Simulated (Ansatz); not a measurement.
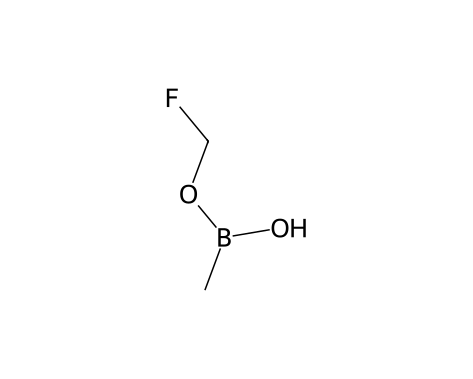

Skeletal drawing of a molecule.

Write the SMILES.

CB(O)OCF

What is the molecular formula?

C2H6BFO2.

An optimisation with PBE0-D4/def2-TZVP gave a structure of which point group?

C1. Other conformers may differ.

More results for the same structure follow; atom numbers are the same in all pictures, views and colours differ. The computed structure is the end point of a PBE0-D4/def2-TZVP optimisation. No frequency run is at hand to confirm it as a minimum.

### Dipole moment

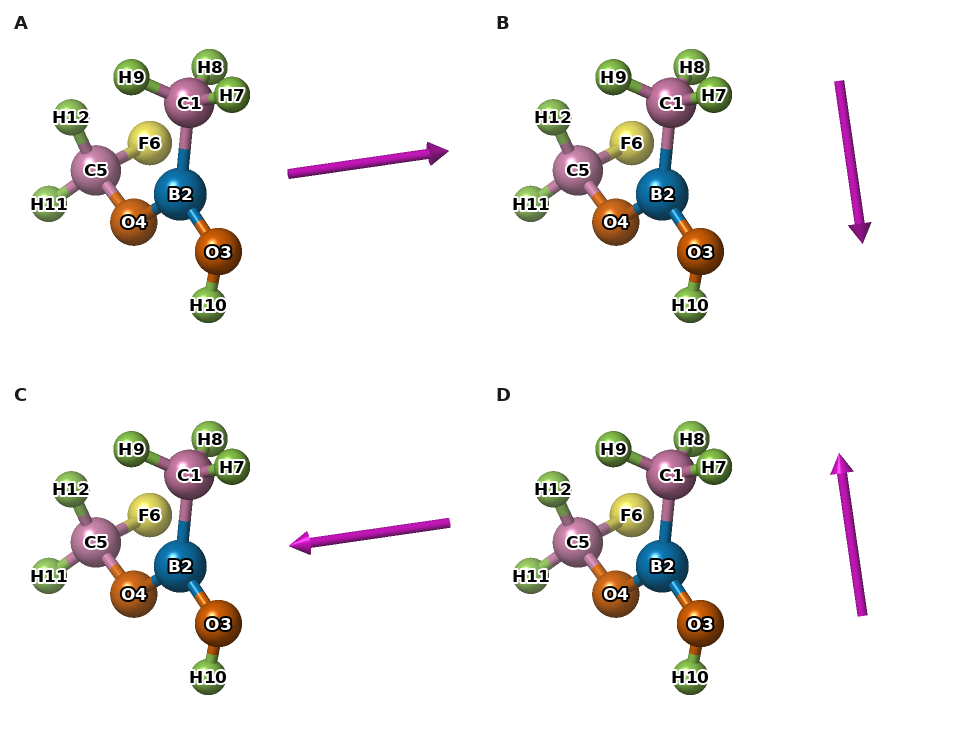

The same molecule four times, each with an arrow. No frequency run is at hand to confirm it as a minimum. Properties computed with RKS PBE0-D4/def2-TZVP (Ansatz 0.2.0).

Which arrow points along the dipole moment, from the negative to the positive end?

C. The dipole moment is 1.65 D; it points from the side of H7, H8 to the side of H11 (the outermost atoms at the two ends).

### Levels of theory compared

No frequency run is at hand to confirm it as a minimum. Program: Ansatz 0.2.0.

At this fixed geometry, give HOMO–LUMO gap (eV) at these levels: B3LYP-D4/def2-TZVPP; PBE-D4/def2-TZVPP; PBE0-D4/def2-TZVPP; r2SCAN-D4/def2-TZVPP; ωB97M-V/def2-TZVPP; ωB97X-V/def2-TZVPP.

| level | HOMO–LUMO gap (eV) |
| --- | --- |
| B3LYP-D4/def2-TZVPP | 9.38 |
| PBE-D4/def2-TZVPP | 7.38 |
| PBE0-D4/def2-TZVPP | 9.94 |
| r2SCAN-D4/def2-TZVPP | 8.18 |
| ωB97M-V/def2-TZVPP | 13.65 |
| ωB97X-V/def2-TZVPP | 14.23 |

### Charges

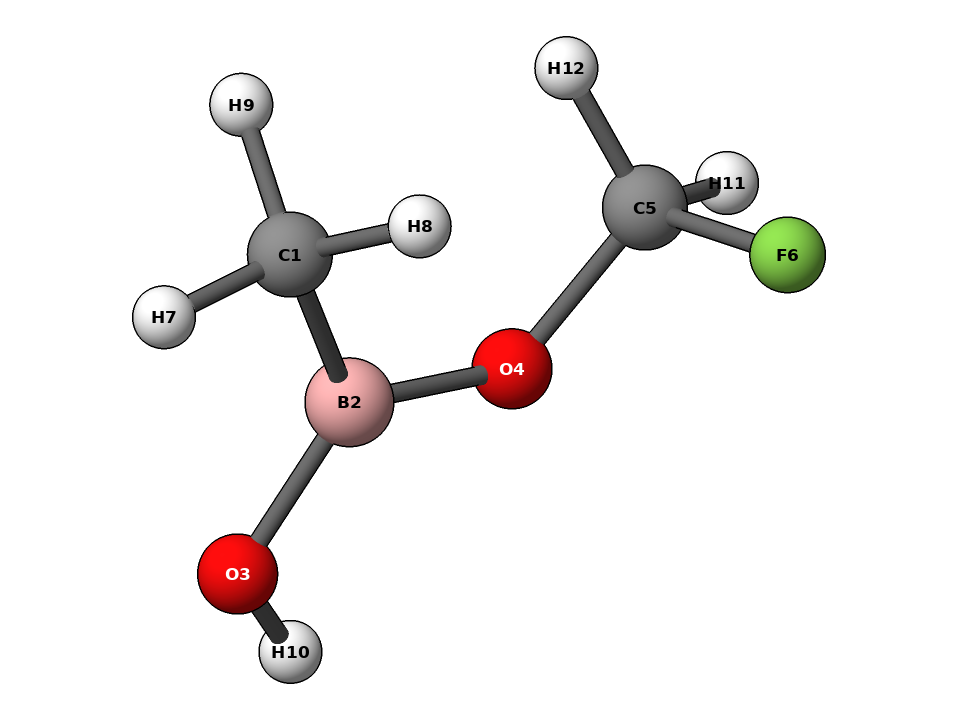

The questions are on Mulliken charges. No frequency run is at hand to confirm it as a minimum. Method: RKS PBE-D4/def2-TZVPP (Ansatz 0.2.0).

List the Mulliken charges.

```json
{"atom": "C1", "value (e)": "−0.41"}
{"atom": "B2", "value (e)": "0.26"}
{"atom": "O3", "value (e)": "−0.25"}
{"atom": "O4", "value (e)": "−0.26"}
{"atom": "C5", "value (e)": "0.15"}
{"atom": "F6", "value (e)": "−0.19"}
{"atom": "H7", "value (e)": "0.11"}
{"atom": "H8", "value (e)": "0.12"}
{"atom": "H9", "value (e)": "0.10"}
{"atom": "H10", "value (e)": "0.20"}
{"atom": "H11", "value (e)": "0.10"}
{"atom": "H12", "value (e)": "0.07"}
```

Mulliken values depend strongly on the basis set and can even reverse the polarity of a bond.
